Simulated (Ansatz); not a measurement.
# TiSi2 (Cmcm): the Drude term of Re ε in the infrared

Re ε of TiSi2 (Cmcm) along x at low photon energies is read from one computed spectrum; the carriers' damping was typed as γ = 0.03 eV. x, y and z are the Cartesian axes of the input cell.

It takes space group Cmcm (No. 63, orthorhombic). The conventional cell has a = 3.530 Å, b = 13.519 Å, c = 3.565 Å, α = 90.00°, β = 90.00°, γ = 90.00°. Ti on site c is surrounded by 10 Si at 2.58 to 2.81 Å. Si on site c is surrounded by 4 Si at 2.51 Å and 4 Ti at 2.66 to 2.67 Å. Around Si on site c lie 2 Si at 2.38 Å and 4 Ti at 2.58 Å.

Method: Ansatz 0.2.0, PBE, independent particles, k-mesh 6×6×6 with interpolation inside its cells, Gaussian parameter 0.1 eV.

Launch of the response step: `ansatz run input.yaml --threads 4 --pin off --max-ram 8192MiB --backend cpu --events-out ev --progress --plain --runs-dir out`. The run took 2.4 min, on 4 threads of Arm Neoverse V1, with other jobs on the host.

```
photon energy E (eV)  wavelength (µm)    Re ε
                0.25             4.96       ?
                0.30             4.13  -135.8
                0.35             3.54  -103.3
                0.40             3.10   -78.5
                0.50             2.48   -39.7
                0.60             2.07   -13.2
                0.70             1.77     2.8
```

A Drude term over a constant background gives Re ε = ε_b − ωp²/(E² + γ²), linear in 1/(E² + γ²).

Working, on the rows shown:

| x = 1/(E² + γ²) (eV⁻²) | y = Re ε |
| --- | --- |
| 11.0011 | -135.8 |
| 8.10373 | -103.3 |
| 6.21504 | -78.5 |
| 3.98565 | -39.7 |
| 2.77085 | -13.2 |
| 2.03707 | 2.8 |

Means: x̄ = 5.6856, ȳ = -61.283. Σ(x − x̄)(y − ȳ) = -917.5, Σ(x − x̄)² = 59.08. Slope = -917.5 / 59.08 = -15.53; intercept = ȳ − slope · x̄ = 27.009. The line misses the rows shown by at most 9.

Problem. Predict the last column of the withheld row from the fit.

Solution. At x = 15.773 the line gives y = -217.93. The run gave -185.5, so the extrapolation is off by 32, 17 % of the range in the table. Beyond its data the fit drifts from the curve.

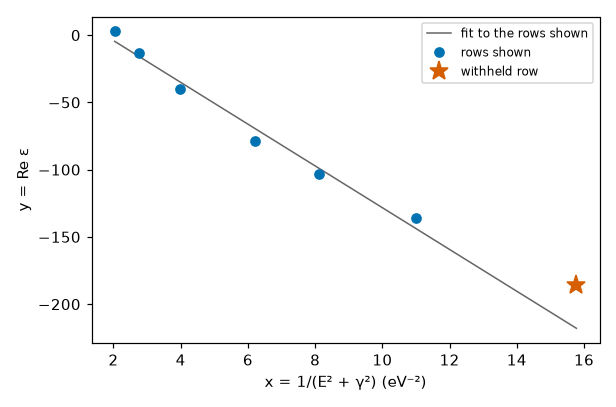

Refitted with all rows, the slope is -13.61 and the intercept 17.983. These give ωp = √(−slope) = 3.69 eV, against 3.64 eV from the program's Fermi-surface sum, and an intercept of 18.0. Taking the program's Drude term off the rows leaves 24 at the lowest energy and 30 at the highest, so the background isn't constant: interband transitions lie in or near the window, and neither fitted number can be trusted. The values come from a sum over the points of one k-mesh and carry its error, which is largest for Fermi-surface quantities.

[Logs are printed without paths, hosts, clocks, repeated set-up lines and the standing remarks that a program may print on its own settings, such as how far it seeks lower states.]
